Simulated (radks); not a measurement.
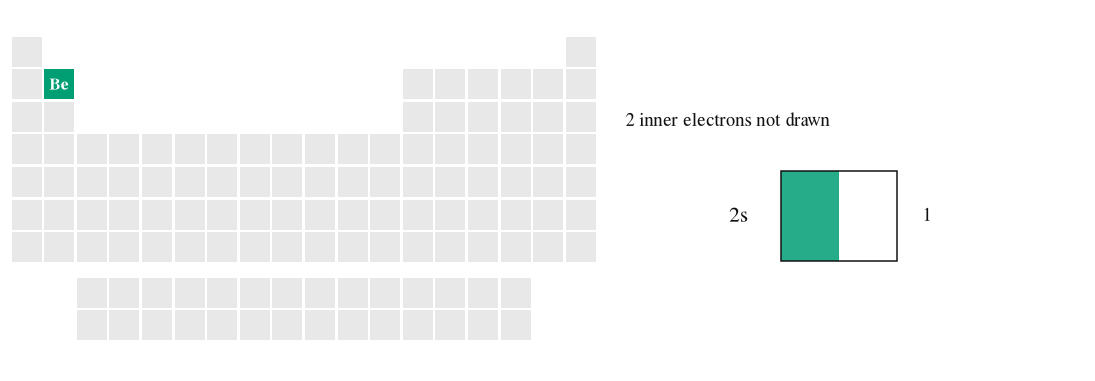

Fig. 1: Left, the place of beryllium in the periodic table; right, the outer shells as the input fills them: a box for each of the 2l + 1 orbitals, shaded by the share of the shell that is filled, with the electron count at the right.

Atomic calculation, with input and output: Be⁺

- system: the beryllium ion Be⁺ in the configuration [He] 2s1 (high spin).
- method: non-relativistic Kohn-Sham, BLYP, spin-polarised, spherical densities, point nucleus (the in-house radial solver radks)

**The input**
```
Z 4
configuration [He] 2s1
relativity non-relativistic
functional b88,lyp
spin polarised
nucleus point
mesh_end 400
max_iterations 76
```

Energies in input and log are in hartree, lengths in bohr.

The run was one of a batch that the task file lists, launched with:
```bash
python <driver script> task.json out
```

**Output**
```
1s      1   1.0000          -4.34088679
2s      1   1.0000          -0.52529838
1s      2   1.0000          -4.32520366
2s      2   0.0000          -0.43668141
Etot -14.33158214391409
Ekin 14.286512904635265
Encl -31.902001186476774
Eh 5.839398115581183
Exc -2.555491977653766
err 4.374080871240734e-10
it 13
```

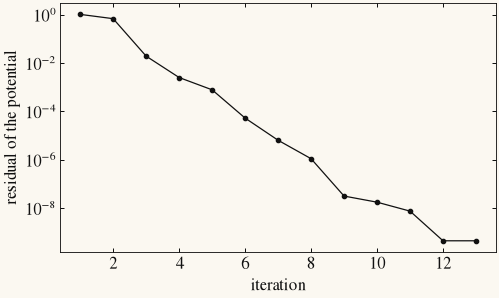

Fig. 2: Convergence: residual of the potential against the iteration. The residual falls almost steadily, with no more than small rises or pauses. It goes from 1.0 to 4.4×10⁻¹⁰ in 13 steps.

**What the run reported**

| quantity | value |
| --- | --- |
| outcome | converged |
| total energy | −14.331582 hartree |
| kinetic energy | 14.286513 hartree |
| electron–nucleus energy | −31.902001 hartree |
| Hartree energy | 5.839398 hartree |
| exchange–correlation energy | −2.555492 hartree |
| radius at density 0.001 e/bohr³ | 3.42 bohr |
| SCF iterations | 13 |
| hardware | 1 thread of Intel Xeon, 163 GiB of memory available, shared host |

**What is odd here**

A numerical setting was moved from its usual value: mesh end rmax = 400. The program ran to the end, and its total energy equals that of the same run with the usual input (−14.33158 hartree) within 10⁻⁵ hartree, so the oddity leaves no trace in it.
